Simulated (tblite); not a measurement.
**CF2NSi: energy and gradient calculation**

- system: CF2NSi, multiplicity 2, SMILES N#C[Si](F)F
- method: GFN2-xTB, U-SCC (tblite 0.8.0)

The geometry comes from this level: PBE0-D4/def2-TZVP.

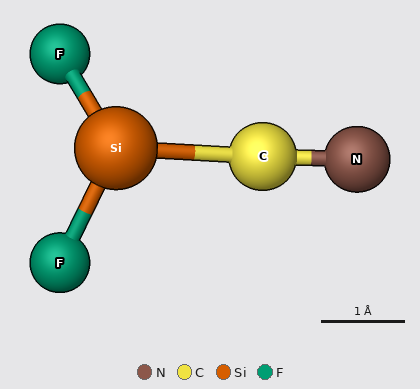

*The input geometry (ball-and-stick view, seen at a tilt).*

### Summary

- outcome: converged
- total energy: −16.254773 hartree
- largest force: 1.041 eV/Å
- dipole moment: 2.55 D
- hardware: 1 thread of Intel Xeon @ 2.70GHz, 189 GiB of memory available, shared host
- peak memory: 0.067 GiB

### The input (calc.py)
```python
import json
import numpy as np
from ase import Atoms
from tblite.ase import TBLite
from ase.units import Hartree
from ase.units import Debye

mol = Atoms(
    symbols=["N", "C", "Si", "F", "F"],
    positions=[
        [1.426100, -1.103800, 1.364300],
        [0.743000, -0.566400, 0.607500],
        [-0.192800, 0.214100, -0.773500],
        [-1.655600, -0.382400, -0.757500],
        [-0.270900, 1.764900, -0.482300],
    ],
)
start = mol.get_positions()

mol.calc = TBLite(
    method="GFN2-xTB",
    multiplicity=2,
    accuracy=0.1,
    spin_polarization=1.0,
)
print(f"Potential energy: {mol.get_potential_energy() / Hartree:.6f} Eh")
print(f"Dipole: {np.linalg.norm(mol.get_dipole_moment()) / Debye:.4f} D")
print("Charges:", np.round(mol.get_charges(), 4))
print("Forces (eV/angstrom):")
for a, F in zip(mol, mol.get_forces()):
    print(f"{a.symbol:<2} {F[0]:11.6f} {F[1]:11.6f} {F[2]:11.6f}")
json.dump(dict(energy=mol.get_potential_energy(), forces=mol.get_forces().tolist(), dipole=mol.get_dipole_moment().tolist(), charges=mol.get_charges().tolist(),
               symbols=mol.get_chemical_symbols(), start=start.tolist(), final=mol.positions.tolist()), open("results.json", "w"))
```

Command:
```bash
python calc.py
```

### What the program printed
```
------------------------------------------------------------
  cycle        total energy    energy error   density error
------------------------------------------------------------
      1     -15.90158896460  -1.6046218E+01   2.9072889E-01
      2     -16.07993372941  -1.7834476E-01   2.0548274E-01
      3     -16.19593655906  -1.1600283E-01   1.4924968E-01
      4     -16.23922445824  -4.3287899E-02   5.9513464E-02
      5     -16.25143710699  -1.2212649E-02   2.6613627E-02
      6     -16.25464175470  -3.2046477E-03   1.0057164E-02
      7     -16.25474649333  -1.0473863E-04   3.3741503E-03
      8     -16.25476829201  -2.1798678E-05   1.5444330E-03
      9     -16.25477187860  -3.5865954E-06   4.9697964E-04
     10     -16.25477357124  -1.6926366E-06   1.3534133E-04
     11     -16.25477357745  -6.2099090E-09   4.3894151E-05
     12     -16.25477358060  -3.1472389E-09   2.5710435E-05
     13     -16.25477358136  -7.6114759E-10   5.7516659E-06
     14     -16.25477358131   4.6135540E-11   3.9265170E-06
     15     -16.25477358139  -7.3693940E-11   3.6586085E-07
------------------------------------------------------------

 total:                                   0.010 sec
Potential energy: -16.254774 Eh
Dipole: 2.5534 D
Charges: [-0.1661  0.0347  0.5601 -0.2143 -0.2143]
Forces (eV/angstrom):
N    -0.444234    0.353682   -0.525815
C     0.547219   -0.424439    0.560707
Si    0.876711   -0.557730   -0.058150
F    -0.692699   -0.000123   -0.028683
F    -0.286997    0.628609    0.051942
```

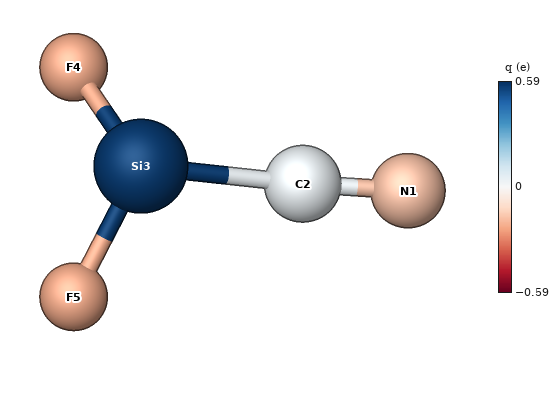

*Mulliken charges, as the colour of each atom (ball-and-stick view, seen at a tilt; atoms are numbered from 1 in the order of the input).*

By element: N −0.17, C +0.03, Si +0.56 and F −0.21 e.
